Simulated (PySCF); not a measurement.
# C$_{4}$H$_{12}$Ge, SMILES `C[Ge](C)(C)C`: electronic structure

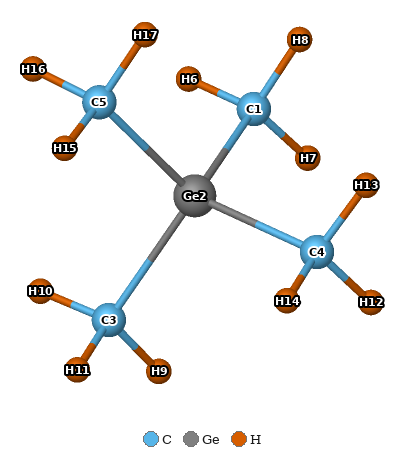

The molecule, with its atoms numbered as below. No frequency check shows the geometry to be a minimum.

Cartesian coordinates (Å):

```
C1       0.9821    1.0868   -1.3421
Ge2     -0.0003   -0.0001    0.0005
C3      -1.0314   -1.4254   -0.9241
C4       1.2974   -0.8297    1.2562
C5      -1.2498    1.1681    1.0123
H6       0.2949    1.5317   -2.0563
H7       1.6874    0.4721   -1.8949
H8       1.5345    1.8875   -0.8627
H9      -0.3718   -2.0637   -1.5054
H10     -1.7630   -0.9944   -1.6022
H11     -1.5583   -2.0478   -0.2092
H12      2.0005   -1.4623    0.7232
H13      1.8876   -0.0672    1.7597
H14      0.7853   -1.4402    1.9937
H15     -1.8159    0.5934    1.7370
H16     -1.9539    1.6526    0.3417
H17     -0.7067    1.9442    1.5448
```

### 1. Bonding charge

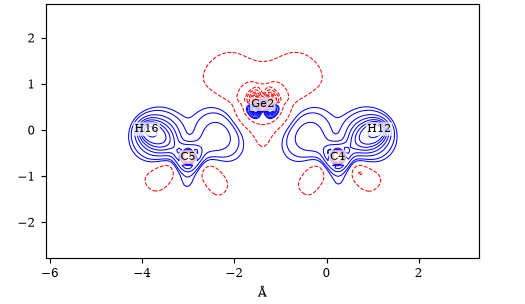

Deformation density (molecule less spherical, spin-averaged free atoms) in the plane of Ge2, C4, C5, H12 and H16; contours at ±0.05 to ±0.8 e/Å³; solid blue lines: gain, dashed red lines: loss.

PySCF calculation, B3LYP/def2-TZVP, gas phase; geometry: GFN2-xTB.

Q: Describe the bonding that the map shows.

A: C4–H12 and C5–H16: +0.69 e/Å³ at the bond critical point (bond length 1.09 Å, Mayer order 1.0). Ge2–C4 and Ge2–C5: +0.19 e/Å³ at the bond critical point (bond length 1.99 Å, Mayer order 0.9). In all, 3.6 electrons gather in the regions of gain relative to the promolecule.

Q: Where do the Hirshfeld charges lie?

A: The highest Hirshfeld charge is on Ge2 (+0.43 e), the lowest on C1, C3, C4 and C5 (−0.20 e).

| atom | charge (e) |
| --- | --- |
| C1 | −0.20 |
| Ge2 | +0.43 |
| C3 | −0.20 |
| C4 | −0.20 |
| C5 | −0.20 |
| H6 | +0.03 |
| H7 | +0.03 |
| H8 | +0.03 |
| H9 | +0.03 |
| H10 | +0.03 |
| H11 | +0.03 |
| H12 | +0.03 |
| H13 | +0.03 |
| H14 | +0.03 |
| H15 | +0.03 |
| H16 | +0.03 |
| H17 | +0.03 |

### 2. Bond critical points

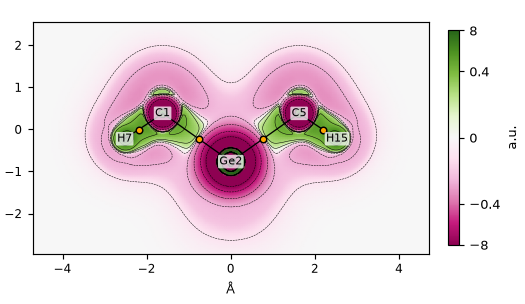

Negative Laplacian of the density (−∇²ρ) in the plane of C1, Ge2, C5, H7 and H15 (green positive, pink negative, colour scale in a.u., logarithmic beyond ±0.04), with bond paths and bond critical points (dots).

Q: Sort the bonds in the plane by the sign of ∇²ρ at their critical points.

A: Concentrated (∇²ρ < 0): C5–H15 (−0.94 a.u.); C1–H7 (−0.93 a.u.). Depleted (∇²ρ > 0): C1–Ge2 and Ge2–C5 (+0.08 a.u., H = −0.059). A positive Laplacian with clearly negative H marks a strongly polar covalent bond, whose critical point lies close to the core of the less electronegative atom.

Q: Where along C5–H15 does the critical point lie?

A: 0.69 Å from C5 and 0.39 Å from H15.

### 3. Local ionisation energy

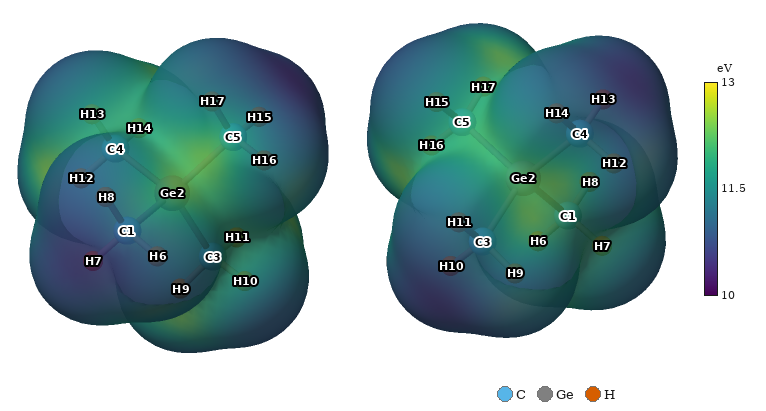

Average local ionisation energy on the surface of electron density 0.001 a.u. (back view left, front view right).

Q: Locate the minima of the map.

A: The lowest value is 10.4 eV, near H14 (1.81 Å), H13 (1.91 Å), C4 (2.00 Å) and H12 (2.00 Å), and at like points elsewhere. For comparison, the highest occupied orbital lies at −7.8 eV.

Q: What volume does the surface enclose, and what is the dipole moment?

A: About 158 Å³; the dipole moment is 0.0 D.

### 4. In an electric field

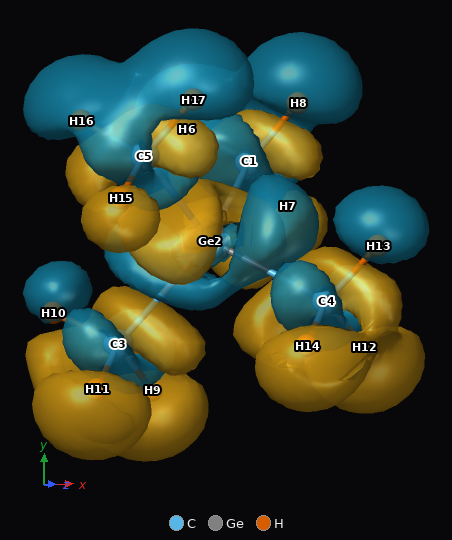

Change of the electron density in a uniform field of 0.10 V/Å, surfaces at ±0.0006 e/Å³ (yellow: gain, teal: loss).

Level of theory: PBE0/def2-SVP (PySCF), at a geometry from GFN2-xTB. A basis without diffuse functions makes polarisabilities too small.

Q: Along which Cartesian direction does the field point?

A: Along +y: electrons gather on the −y side, against the field.

Q: What dipole is induced, and what polarisability does it imply?

A: The induced dipole is 0.36 D (along the field); α along this axis, from the fields in both directions, is 71 bohr³ (10.5 Å³).

Q: Which atoms gain and lose the most charge?

A: Electrons gather most on H9, H11, H12 and H14 alike (Hirshfeld charge changes by −0.003 e) and leave H8 and H17 alike most (+0.003 e); 0.036 electrons are displaced in all.

### 5. Localised orbitals

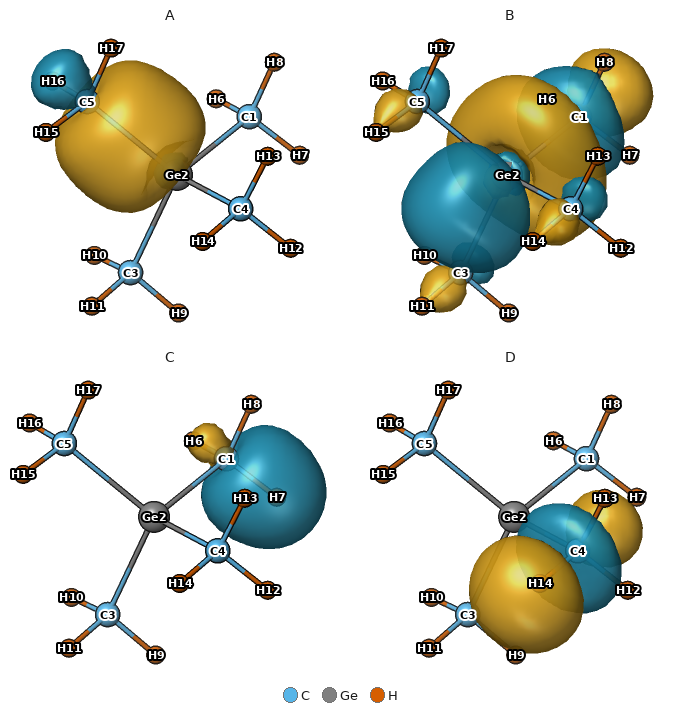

Intrinsic bond orbitals (IBO), occupied and valence-virtual; each surface holds about 85 % of the orbital's density. Energies are diagonal elements of the Fock matrix.

Level of theory: B3LYP/def2-SVP (PySCF), at a geometry from GFN2-xTB.

Q: Name the orbitals, with their atomic make-up and energies.

A: By panel:
- A: σ bond C5–Ge2 (C5 62 %, Ge2 37 %; −10.7 eV)
- B: σ* orbital Ge2–C1 (Ge2 62 %, C1 36 %; 5.5 eV)
- C: σ bond C1–H7 (C1 57 %, H7 43 %; −12.8 eV)
- D: σ* orbital H14–C4 (H14 57 %, C4 43 %; 9.7 eV)

Q: Which has the smallest and which the largest spatial spread?

A: Smallest: C (0.85 Å); largest: B (1.57 Å).

The PySCF runs shown took 20 s, 24 s and 12 s on 1 thread of AMD EPYC 9R14 (Zen 4) (shared host).
